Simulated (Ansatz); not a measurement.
CH2FGeSi (charge +1)

Input file:

```
crystal:
  periodic: [false, false, false]
  atoms:
    - {symbol: C, position_ang: [0.140543, -0.870366, -0.042711]}
    - {symbol: F, position_ang: [-2.181253, 0.564185, 0.798551]}
    - {symbol: Ge, position_ang: [0.479731, 0.055651, -1.618999]}
    - {symbol: Si, position_ang: [-1.140975, -0.608707, 1.099668]}
    - {symbol: H, position_ang: [-1.450539, -1.309673, 2.352879]}
    - {symbol: H, position_ang: [0.834547, -1.691954, 0.209162]}
basis:
  gaussian:
    orbitals: def2-TZVPD
output:
  forces: true
  orbitals: {seedname: orbitals}
hamiltonian:
  xc: {name: PBE0}
total_charge: 1
```

Run with:

```sh
ansatz run input.yaml --threads 2 --pin off --max-ram 4350MiB --events-out events.jsonl --progress --plain --runs-dir runs
```

Geometry: B3LYP-D3(BJ)/def2-SVP.

Computed with Ansatz, isolated molecule in a Gaussian basis; Kohn-Sham density functional theory, functional PBE0.

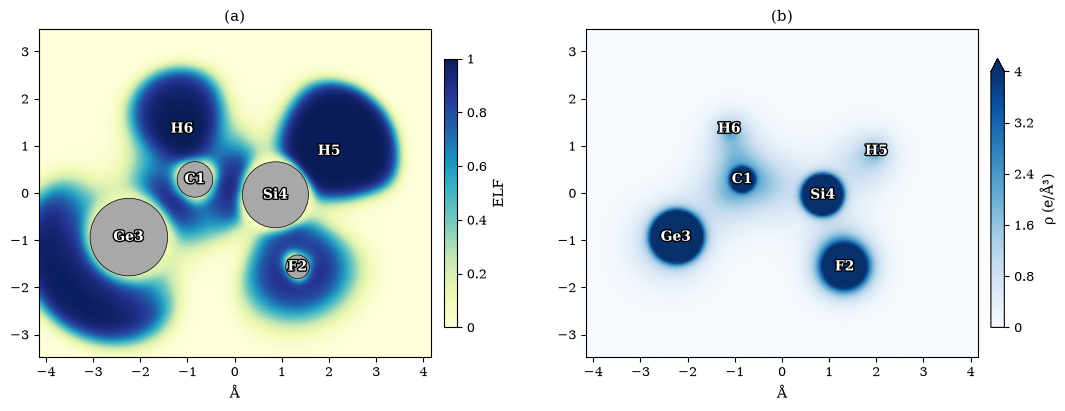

Figure 1. (a) electron localisation function; (b) total electron density on the molecular plane. Grey discs cover the atomic cores in the ELF map.

Describe what can be read from this map.

The plane passes through C, F, Ge, Si and H nuclei.
Si–F (1.60 Å): the density is about 1.2 e/Å³ at the midpoint; the ELF peaks at about 0.85 in the valence shell of F, 0.6 Å from its nucleus, and is about 0.55 at the midpoint.
C–Si (1.74 Å): ρ is about 1.1 e/Å³ halfway; the ELF peaks at about 0.90 between the atoms; localised, covalent bonding.
C–Ge (1.86 Å): ρ is about 0.99 e/Å³ halfway; the ELF peaks at about 0.90 in the valence shell of C, 0.7 Å from its nucleus, and is about 0.55 at the midpoint.
C–H (1.10 Å): the density is about 1.9 e/Å³ at the midpoint; the ELF climbs to about 1 towards the hydrogen, as it does in any bond to H (an ordinary covalent bond to hydrogen).
Si–H (1.47 Å): the density is about 0.89 e/Å³ at the midpoint; the ELF climbs to about 1 towards the hydrogen.
The ELF also peaks beside F2, away from the bonds: lone-pair regions.

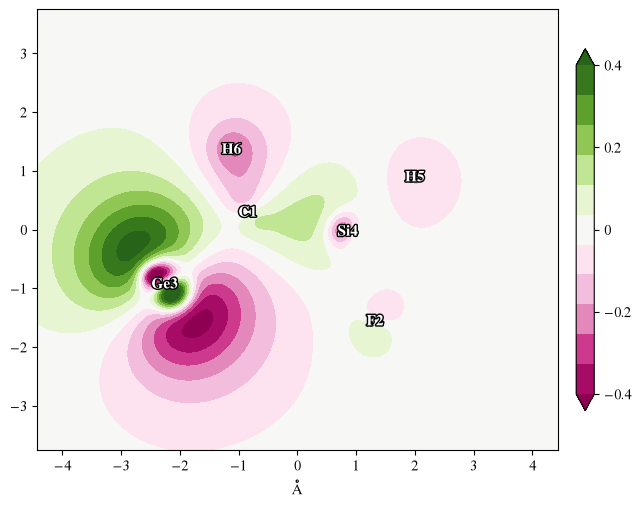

Figure 2. One frontier orbital on the molecular plane (values in Å⁻³ᐟ²; the overall sign is arbitrary).

Which orbital is it: HOMO or LUMO?

The LUMO, at −8.16 eV. Its weight (Hirshfeld) is mainly on Ge3 (about 85 %) and C1 (about 5 %); it is symmetric in the molecular plane (an in-plane orbital: σ, lone-pair or in-plane π type).

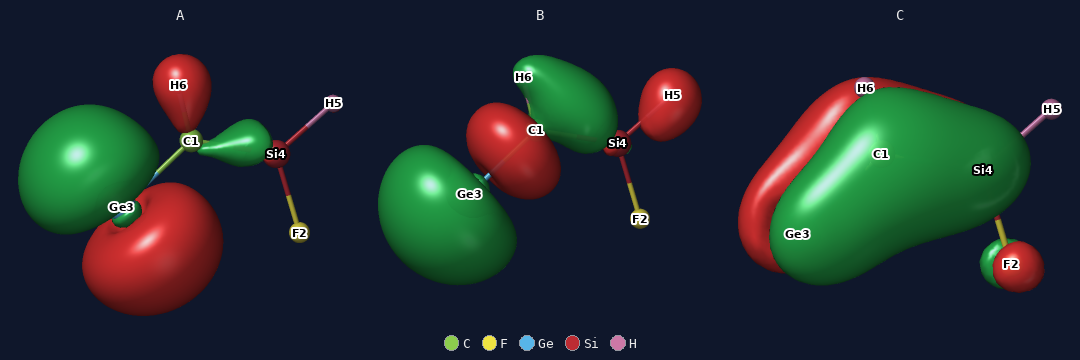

Figure 3. Three frontier orbitals at ±0.1 Å⁻³ᐟ² (green and red are the two phases), in no order.

Which picture is the HOMO−1, the HOMO and the LUMO?

B is the HOMO−1 (−13.41 eV). It lies mainly on Ge3 (about 60 %), C1 (about 25 %) and Si4 (about 5 %); it is symmetric in the molecular plane (an in-plane orbital: σ, lone-pair or in-plane π type). C is the HOMO (−12.87 eV). It lies mainly on C1 (about 50 %), Ge3 (about 25 %) and Si4 (about 20 %); it changes sign across the molecular plane (π type); π-bonding across C1–Ge3 and C1–Si4. A is the LUMO (−8.16 eV). By Hirshfeld shares it lies mainly on Ge3 (about 85 %) and C1 (about 5 %); it is symmetric in the molecular plane (an in-plane orbital: σ, lone-pair or in-plane π type).

What is the HOMO–LUMO gap?

4.71 eV between the orbital energies.
